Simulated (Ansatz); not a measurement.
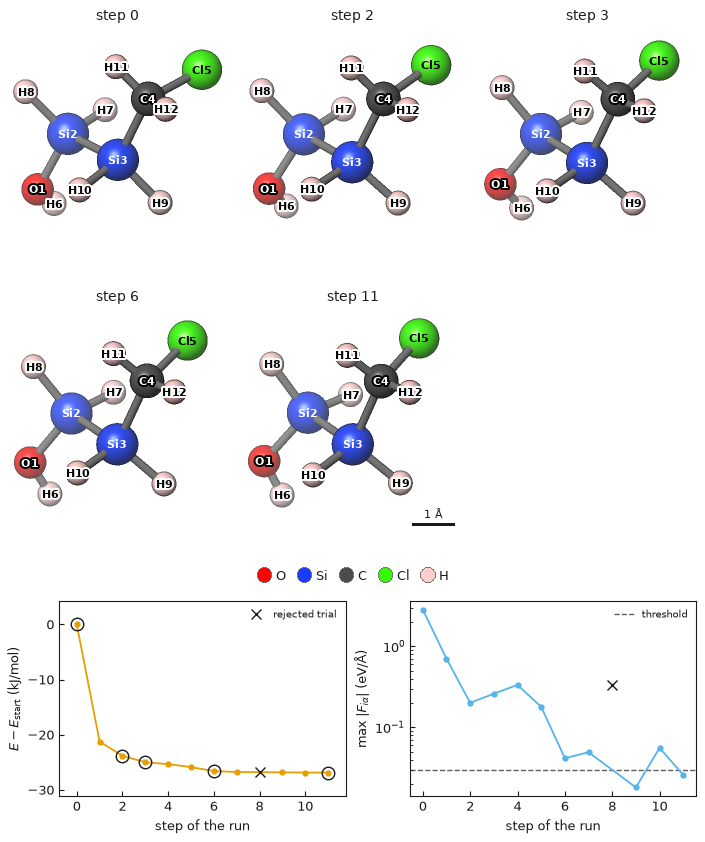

Frames of a relaxation of CH$_{7}$ClOSi$_{2}$ (coarse preliminary run), marked on the history of the run. A ball-and-stick model, seen from a free direction.

The start comes from a force field.

Theory: RKS PBE-D4/def2-SVP in Ansatz 0.2.0.

Input file:
```yaml
crystal:
  periodic: [false, false, false]
  atoms:
    - {symbol: O, position_ang: [-1.998500, -0.266500, 1.970300]}
    - {symbol: Si, position_ang: [-1.402300, 0.263600, 0.507700]}
    - {symbol: Si, position_ang: [0.796300, -0.332000, 0.314800]}
    - {symbol: C, position_ang: [1.589700, 0.359900, -1.237500]}
    - {symbol: Cl, position_ang: [0.830100, -0.510500, -2.652700]}
    - {symbol: H, position_ang: [-2.555900, -1.032300, 1.941500]}
    - {symbol: H, position_ang: [-2.175400, -0.367300, -0.558400]}
    - {symbol: H, position_ang: [-1.492300, 1.757400, 0.396800]}
    - {symbol: H, position_ang: [0.985300, -1.798900, 0.442500]}
    - {symbol: H, position_ang: [1.587800, 0.228600, 1.507900]}
    - {symbol: H, position_ang: [1.292400, 1.415500, -1.334100]}
    - {symbol: H, position_ang: [2.619800, 0.227200, -1.264900]}
basis:
  gaussian: {orbitals: def2-SVP}
hamiltonian: {xc: pbe, dispersion: d4}
relax: {f_tol: 0.03, max_steps: 200}
```

Command:
```bash
ansatz run in.yaml --threads 4 --pin off --events-out ev --progress --plain --max-ram 10444MiB
```

> What happens along the run?

Cl5 moves most after the best rigid fit: 0.53 Å. By element the largest moves are Cl 0.53 Å, H 0.51 Å, O 0.31 Å, Si 0.18 Å, C 0.06 Å. Some distances before and after: Si2–Si3 2.286 → 2.364 Å, C4–H12 1.039 → 1.108 Å, Si2–H7 1.460 → 1.509 Å, Si3–C4 1.876 → 1.913 Å. Bond angles that change, for instance: O1–Si2–H8 111.1° → 105.3°, H9–Si3–H10 103.2° → 107.8°, H11–C4–H12 112.8° → 108.3°. Groups turn about O1–Si2 by about 40°. After 10 accepted moves (11 points after the start) the energy has fallen by 26.9 kJ/mol. The largest force component goes from 2.8 to 0.026 eV/Å. The line search rejected the trial step at point 8 of the run. The forces were under the threshold at step 9, but the run went on from there. The run took 18 s on 4 threads of Arm Neoverse V1, with other jobs on the host. From step 0 to 2: H11 moves most (0.21 Å), energy −23.8 kJ/mol. From step 2 to 3: Cl5 moves most (0.20 Å), energy −1.17 kJ/mol. From step 3 to 6: H6 moves most (0.22 Å), energy −1.61 kJ/mol. From step 6 to 11: H6 moves most (0.14 Å), energy −0.27 kJ/mol.

| step | E − E(0), kJ/mol | largest force component, eV/Å | note |
| --- | --- | --- | --- |
| 0 | 0.00 | 2.8435 |  |
| 1 | -21.24 | 0.7056 |  |
| 2 | -23.82 | 0.2010 |  |
| 3 | -24.98 | 0.2603 |  |
| 4 | -25.33 | 0.3342 |  |
| 5 | -25.85 | 0.1793 |  |
| 6 | -26.59 | 0.0415 |  |
| 7 | -26.74 | 0.0493 |  |
| 8 | -26.67 | 0.3370 | rejected |
| 9 | -26.82 | 0.0181 |  |
| 10 | -26.85 | 0.0557 |  |
| 11 | -26.86 | 0.0258 |  |
